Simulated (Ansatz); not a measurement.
## V(110) film, 1 layer, flat: channels in plane against thickness

Wanted: in-plane conductance by layer count, from V(110) film, 1 layer, flat.

Main program and level: Ansatz 0.2.0; Ansatz plane-wave DFT, PBE, PAW files; ballistic transport by layer matching (Landauer), zero bias.

## Step 1: Starting point

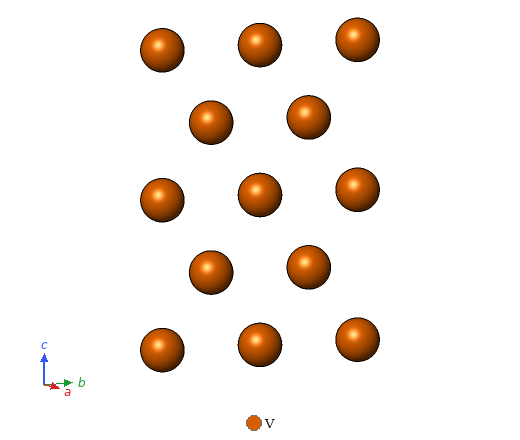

Start, viewed from the side, with the c axis up; vanadium orange. 1×2×2 cells are drawn. Some periodic images of atoms are drawn too.

The cell holds 2 atoms: 2 V. Cell: a = 11.000 Å, b = 3.026 Å, c = 4.279 Å, α = 90.0°, β = 90.0°, γ = 90.0°. It derives from V. Vacuum lies along a. The structure's axis is c.

## Step 2: With 1 layer

Vacuum lies along the first vector, which takes one k-point, and the current runs in the film's plane. One period is a perfect wire, so its channels are the result. Energies from -0.27 to 0.27 eV in steps of 0.036 eV cover the slope of the Fermi function at 300 K, so the program can form a conductance.

Contents of input.yaml:

```yaml
crystal:
  lattice:
    - [11.0, 0.0, 0.0]
    - [0.0, 3.026, 0.0]
    - [0.0, 0.0, 4.2794102397]
  atoms:
    - { symbol: V, position: [0.4090909091, 0.0, 0.0] }
    - { symbol: V, position: [0.4090909091, 0.5, 0.5] }
kpoints:
  mp_grid: { grid: [1, 14, 10] }
hamiltonian:
  xc: pbe
scf:
  occupations: { method: fermi_dirac, width: 0.1 }
output:
  transmission:
    leads: [[0, 0]]
    kmesh: [1, 40]
    e_range: [-0.27, 0.27]
    de: 0.036
```

The run is started by

```sh
> ansatz run input.yaml --threads 4 --pin off --max-ram 8192MiB --backend cpu --events-out ev --progress --plain --runs-dir out
```

Numbers of over 12 decimals in the logs are rounded to 6 here.

Log:

```text
Engine: ansatz 0.2.0, aarch64-unknown-linux-gnu
Pseudopotentials: kind: paw
Pseudopotential: V, paw, valence charge 13, recommended cutoff 420 eV (normal), V.paw.azcp
Functional definition: PBE
  parameter kappa = 0.804
  parameter beta = 0.066725
  exchange = pbe_x(kappa = kappa, mu = beta*pi^2/3)
  correlation = pbe_c(beta = beta)
Crystal: 2 atoms, lattice volume = 142.444 Å³
Basis set: ecut = 420 eV, 2757 PW (Γ)
Bands: 17, of which v1, the nominal top of the filled ones, is band 13 counted from 1 (12 counted from 0)
Symmetry: 16 space group operations
Space group: Cmmm (ITA 65), of the structure as read, at distance tolerance 5.2e-5 Å
k-points: 48 of 140
Non-local potential: V, projectors of the file, l = 0: 3, l = 1: 2, l = 2: 3, l = 3: 1
PAW form: soft (Blöchl's): semilocal exchange-correlation on the pseudo side does not see the compensation charge
PAW one-centre angular grid: V, 590 points (default); XC on 64 Gauss nodes
Initial density: superposition of atomic densities (neutral atoms: chi_scale 0, normalization atom), corrected by the library's trained network
Initial wavefunctions: pseudopotential atomic-orbital guess
Functional: x = pbe(κ = 0.804, μ = 0.219515), c = pbe(β = 0.066725)
SCF iter   1: F=—  HF=-5820.059186 eV  |F-HF|=—  |Δ(HF+E_count)|=         —  Δρ=4.52e-3  dr2=2.31e-2  ethr=1.77e-3  ⟨swp⟩=5.9  Hψ=3842  notcnv=0
preconditioner: auto → LDOS  [metal: Δε(μ)=0.022 eV  Ē_g=1.869 eV  σ=0.100 eV  W_gap=0.06  n_scr=16 (ndim 8)  ℏωp=9.8 eV  f_vac=0.602  D(μ)=4.83/eV (n_scr^D=32)  β→1.0]
SCF iter   2: F=—  HF=-5820.065491 eV  |F-HF|=—  |Δ(HF+E_count)|=   6.31e-3  Δρ=3.90e-3  dr2=1.16e-2  ethr=8.90e-5  ⟨swp⟩=3.0  Hψ=2017  notcnv=0
SCF iter   3: F=—  HF=-5820.061886 eV  |F-HF|=—  |Δ(HF+E_count)|=   3.61e-3  Δρ=4.55e-4  dr2=2.21e-4  ethr=4.47e-5  ⟨swp⟩=2.7  Hψ=1457  notcnv=0
SCF iter   4: F=—  HF=-5820.062082 eV  |F-HF|=—  |Δ(HF+E_count)|=   1.96e-4  Δρ=2.55e-4  dr2=9.82e-5  ethr=8.48e-7  ⟨swp⟩=3.1  Hψ=1761  notcnv=0
SCF iter   5: F=—  HF=-5820.062079 eV  |F-HF|=—  |Δ(HF+E_count)|=   2.91e-6  Δρ=4.70e-5  dr2=4.21e-6  ethr=3.78e-7  ⟨swp⟩=2.0  Hψ=1035  notcnv=0
SCF iter   6: F=—  HF=-5820.062086 eV  |F-HF|=—  |Δ(HF+E_count)|=   7.43e-6  Δρ=2.02e-5  dr2=7.61e-7  ethr=1.62e-8  ⟨swp⟩=2.0  Hψ=1093  notcnv=0
SCF iter   7: F=-5820.062086 eV  HF=-5820.062086 eV  |F-HF|=3.06e-8  |Δ(HF+E_count)|=   2.36e-8  Δρ=6.48e-6  dr2=6.32e-8  ethr=3.85e-10  ⟨swp⟩=1.5  Hψ=2298  notcnv=0
the search or the solves at the SCF's close seem to have found levels that the self-consistency loop had missed (the run counts 2). By its estimate they hold 1.50e-9 electrons. The energies and the density leave them out; if the run goes on with those levels, later outputs use occupations computed again with them
SCF 1 converged in 7 iterations: F = -5820.062086 eV  dr2 = 6.32e-8
  greatest PAW one-centre occupation: 0.999 electrons in one spin orbital (limit 2), on the V atom at site 1 (counted from 0), in its partial waves of l = 0
transmission: 18 of 126 steps passed
transmission: 30 of 126 steps passed
[...]
transmission: 126 of 126 steps passed
SCF converged after 7 iterations
Free energy (F): -5820.062086 eV
Harris-Foulkes:  -5820.062086 eV  (|F-HF|=3.06e-8)
Internal energy: -5819.901924 eV  (E = F + TS)
E sigma→0 (E₀):  -5819.982005 eV
Entropy (-TS):   -0.160162 eV (-80.081 meV/atom)
Fermi energy:    -0.292854 eV
--- Per-component energies (eV) ---
  E_band       = -729.284466
  E_kinetic    = 661.212803
  E_local      = -8416.838781  (includes V_loc(G=0)·N_el)
  E_nonlocal   = -85.163073
  E_hartree    = 3915.104752
  E_xc         = -253.417508
  E_vxc        = -320.534279  (∫ρ·V_xc dr)
  E_paw        = -2227.181478  (= ΣΔE_a)
  E_vpaw       = -398.193819  (= ΣTr[D̂ρ^β])
  E_aug_tail   = 0.000529  (compensation charges beyond the density's cutoff)
  E_ewald      = 586.380833
  E_smearing   = -0.160162  (= −TS)
  E_closure    = 0.000000  (closes the sum)
  Σ components = -5820.062086   (vs F -5820.062086, Δ=0.00e0)
--- Band table (eV; the first three rows and the last of 48) ---
  k-point 0: bands = [... 9 lower, -2.4143, -1.1404, -0.8976, -0.8759, 0.0934, 0.4519, 1.0834, 1.4305]
  k-point 1: bands = [... 9 lower, -2.3656, -1.1209, -0.8313, -0.8232, 0.0447, 0.4742, 1.0326, 1.4047]
  k-point 2: bands = [... 9 lower, -2.2348, -1.0622, -0.7011, -0.6030, -0.0868, 0.5394, 0.8842, 1.1711]
  k-point 47: bands = [... 9 lower, -2.1217, -1.4126, -1.4126, 0.6268, 0.6268, 1.5111, 1.5111, 1.5957]
--- Transmission ---
  basis      : 291 plane waves across, 6 finite elements along
  points     : 21, standing for a mesh of 1 x 40
  filling    : by the input's occupations and mesh, since the crystals that have channels conduct as metals do. If one of these is a semiconductor, that mesh has misplaced its level
  energies   : 16 from -0.270000 to 0.270000 eV about the Fermi level, 0.036000 eV apart; the leads are filled to 0.000000 eV, and channels, transmission and decay are at 0.018000 eV
  crystal 0  : V2, at the sites [0, 0], period 4.2794 Å: whole cells are its period
    offset         : up to 0.0000 Å between an atom of the period and one for which it stands
    filled         : 2.7 meV under the level at which it is neutral
    channels       : 2.375000e0 a spin
    conductance    : 5.3021e14 S/m² at 300 K; may be off by some 0.0 % by where its bands' edges are placed, 6.7 % from the k-mesh, 0.1 % from the distance to neutral
```

Wall time 3.3 min (4 threads of Arm Neoverse V2, shared host); peak memory 1 GiB; 12 min of CPU time.

This run has no spin polarisation, although V can carry a moment.

Numbers from this step:

| Quantity | Value |
| --- | --- |
| free energy | -5820.0621 eV |
| energy at zero smearing | -5819.9820 eV |
| Fermi energy | -0.2929 eV |
| cell area | 33.29 Å² |
| open channels per spin nearest the Fermi level | 2.225 |
| estimated errors of the lead's conductance | 0, 6.7, 0.1 % (band edges, k-mesh, distance from neutral) |
| lead conductance per cell | 2.278 G₀ |

Per spin. Table of open channels, zone mean, lead by energy, zero at the Fermi level:

```tsv
energy (eV)	open channels, zone mean, lead
-0.270	2.58
-0.234	2.42
-0.198	2.33
-0.162	2.27
-0.126	2.08
-0.090	2.27
-0.054	2.23
-0.018	2.23
0.018	2.38
0.054	2.23
0.090	2.38
0.126	2.42
0.162	2.52
0.198	2.52
0.234	2.67
0.270	2.73
```

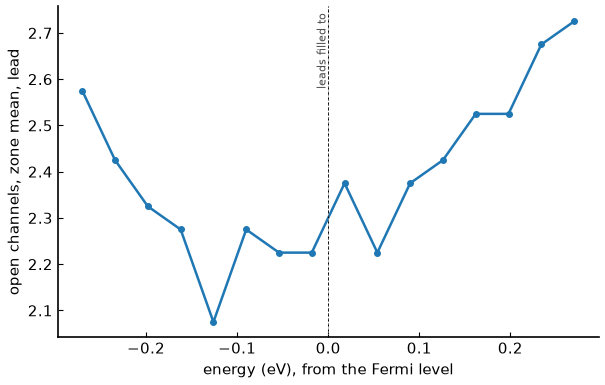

Open channels, zone mean, lead, plotted against energy.

The program's largest error estimate for it is 6.7 %, from the k-mesh.

## Step 3: With 2 layers, thickness 4.279 A

The film grows to 2 layers.

System of this step: V(110) film, 2 layers, flat. The cell holds 4 atoms: 4 V. Cell: a = 13.140 Å, b = 3.026 Å, c = 4.279 Å, α = 90.0°, β = 90.0°, γ = 90.0°. It derives from V. Vacuum lies along a. The structure's axis is c.

input.yaml, the sections that differ from step 2:

```yaml
crystal:
  lattice:
    - [13.1397051199, 0.0, 0.0]
    - [0.0, 3.026, 0.0]
    - [0.0, 0.0, 4.2794102397]
  atoms:
    - { symbol: V, position: [0.342473439, 0.0, 0.0] }
    - { symbol: V, position: [0.342473439, 0.5, 0.5] }
    - { symbol: V, position: [0.5053161436, 0.5, 0.0] }
    - { symbol: V, position: [0.5053161436, 0.0, 0.5] }
# kpoints, hamiltonian, scf, output: as in step 2
```

Log:

```text
[...]
Crystal: 4 atoms, lattice volume = 170.153 Å³
Basis set: ecut = 420 eV, 3307 PW (Γ)
Bands: 32, of which v1, the nominal top of the filled ones, is band 26 counted from 1 (25 counted from 0)
Symmetry: 16 space group operations
[...]
k-points: 48 of 140
[...]
k-point 47: bands = [... 22 lower, 1.2577, 1.2577, 2.9407, 2.9407, 2.9407, 2.9407, 4.3593, 4.3593, ... 2 higher]
--- Transmission ---
  basis      : 349 plane waves across, 6 finite elements along
  points     : 21, standing for a mesh of 1 x 40
[...]
crystal 0  : V4, at the sites [0, 0], period 4.2794 Å: whole cells are its period
[...]
filled         : 0.9 meV over the level at which it is neutral
    channels       : 3.250000e0 a spin
[...]
[key lines of the parts left out:]
SCF converged after 8 iterations
Free energy (F): -11645.473180 eV
Fermi energy:    2.390222 eV
```

It took 7.7 min on 4 threads; peak memory 1.5 GiB.

This step gave:

```
free energy                                    : -11645.4732 eV
energy at zero smearing                        : -11645.3374 eV
Fermi energy                                   : 2.390 eV
cell area                                      : 39.76 Å²
open channels per spin nearest the Fermi level : 2.95
estimated errors of the lead's conductance     : 0, 8.9, 0.1 % (band edges, k-mesh, distance from neutral)
lead conductance per cell                      : 3.072 G₀
```

Per spin. Table of open channels, zone mean, lead by energy, zero at the Fermi level:

```tsv
energy (eV)	open channels, zone mean, lead
-0.270	2.45
-0.234	2.5
-0.198	2.73
-0.162	2.8
-0.126	2.85
-0.090	2.7
-0.054	2.9
-0.018	2.95
0.018	3.25
0.054	3.25
0.090	3.2
0.126	3.15
0.162	3.05
0.198	3.1
0.234	2.9
0.270	2.83
```

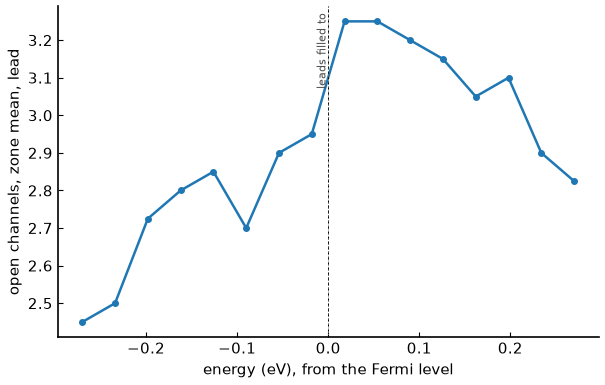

Open channels, zone mean, lead, plotted against energy.

The lead conductance per cell is 3.07 G₀, 35 % over the 2.28 G₀ of the last finished run.

## Step 4: With 3 layers, thickness 6.419 A

The film grows to 3 layers.

System of this step: V(110) film, 3 layers, flat. The cell holds 6 atoms: 6 V. Cell: a = 15.279 Å, b = 3.026 Å, c = 4.279 Å, α = 90.0°, β = 90.0°, γ = 90.0°. It derives from V. Vacuum lies along a. The structure's axis is c.

input.yaml, the sections that differ from step 3:

```yaml
crystal:
  lattice:
    - [15.2794102397, 0.0, 0.0]
    - [0.0, 3.026, 0.0]
    - [0.0, 0.0, 4.2794102397]
  atoms:
    - { symbol: V, position: [0.2945139851, 0.0, 0.0] }
    - { symbol: V, position: [0.2945139851, 0.5, 0.5] }
    - { symbol: V, position: [0.4345524478, 0.5, 0.0] }
    - { symbol: V, position: [0.4345524478, 0.0, 0.5] }
    - { symbol: V, position: [0.5745909104, 0.0, 0.0] }
    - { symbol: V, position: [0.5745909104, 0.5, 0.5] }
# kpoints, hamiltonian, scf, output: as in step 3
```

Log:

```text
[...]
Crystal: 6 atoms, lattice volume = 197.861 Å³
Basis set: ecut = 420 eV, 3843 PW (Γ)
Bands: 47, of which v1, the nominal top of the filled ones, is band 39 counted from 1 (38 counted from 0)
Symmetry: 16 space group operations
[...]
k-points: 48 of 140
[...]
k-point 47: bands = [... 35 lower, 3.1545, 4.0605, 4.0605, 4.7491, 4.7491, 5.9032, 5.9032, 6.1364, ... 4 higher]
--- Transmission ---
  basis      : 405 plane waves across, 6 finite elements along
  points     : 21, standing for a mesh of 1 x 40
[...]
crystal 0  : V6, at the sites [0, 0], period 4.2794 Å: whole cells are its period
[...]
filled         : 10.4 meV over the level at which it is neutral
    channels       : 3.650000e0 a spin
[...]
[key lines of the parts left out:]
SCF converged after 9 iterations
Free energy (F): -17470.491029 eV
Fermi energy:    4.265961 eV
```

The job ended after 19 min (4 threads; peak memory 2.1 GiB; 64 min of CPU time).

This step gave:

| Quantity | Value |
| --- | --- |
| free energy | -17470.4910 eV |
| energy at zero smearing | -17470.3132 eV |
| Fermi energy | 4.266 eV |
| cell area | 46.24 Å² |
| open channels per spin nearest the Fermi level | 3.475 |
| estimated errors of the lead's conductance | 0, 8.2, 0.4 % (band edges, k-mesh, distance from neutral) |
| lead conductance per cell | 3.526 G₀ |

Per spin. The open channels, zone mean, lead by energy, zero at the Fermi level:

```tsv
energy (eV)	open channels, zone mean, lead
-0.270	4.4
-0.234	4.12
-0.198	3.77
-0.162	3.67
-0.126	3.83
-0.090	3.48
-0.054	3.48
-0.018	3.48
0.018	3.65
0.054	3.55
0.090	3.75
0.126	3.95
0.162	4.05
0.198	4.17
0.234	3.98
0.270	3.98
```

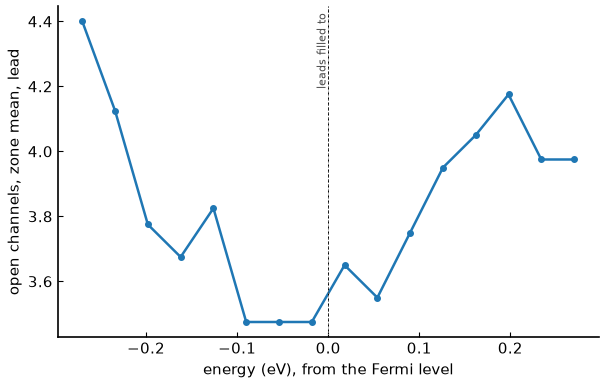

Open channels, zone mean, lead against energy.

The lead conductance per cell is 3.53 G₀, 15 % over the 3.07 G₀ of the last finished run, no more than the error estimates, leads' steps apart, of 8.9 and 8.2 % together.

## Step 5: All levels side by side

Times are for 4 threads of Arm Neoverse V2, shared host. The series side by side:

```tsv
no.	layers	lead conductance per cell (G₀)	time	memory (GiB)
1	1	2.278	3.3 min	1.0
2	2	3.072	7.7 min	1.5
3	3	3.526	19 min	2.1
```

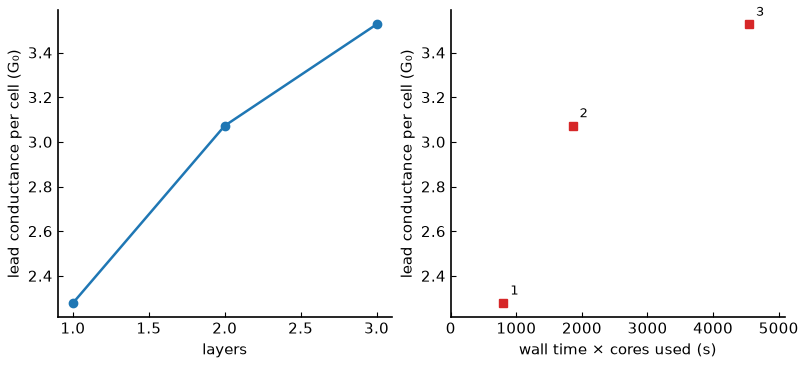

The series as plots; the last panel sets the first result against cost, with the runs numbered as in the table.

The runs together. The open channels, zone mean by energy, zero at the Fermi level:

```tsv
energy (eV)	1	2	3
-0.270	2.58	2.45	4.4
-0.234	2.42	2.5	4.12
-0.198	2.33	2.73	3.77
-0.162	2.27	2.8	3.67
-0.126	2.08	2.85	3.83
-0.090	2.27	2.7	3.48
-0.054	2.23	2.9	3.48
-0.018	2.23	2.95	3.48
0.018	2.38	3.25	3.65
0.054	2.23	3.25	3.55
0.090	2.38	3.2	3.75
0.126	2.42	3.15	3.95
0.162	2.52	3.05	4.05
0.198	2.52	3.1	4.17
0.234	2.67	2.9	3.98
0.270	2.73	2.83	3.98
```

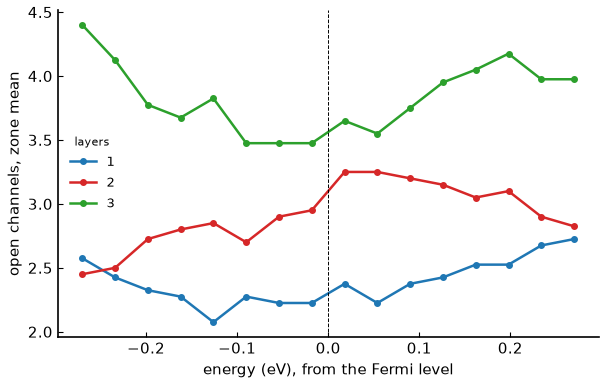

Open channels, zone mean, plotted against energy.

(Continued in part 2 of 2.)

[Logs are printed without paths, hosts, clocks, repeated set-up lines and the standing remarks that a program may print on its own settings, such as how far it seeks lower states.]

[Hosts, paths, dates, database ids (printed as entryN), source tags and the programs' standing remarks are cut or masked in the printed files.]
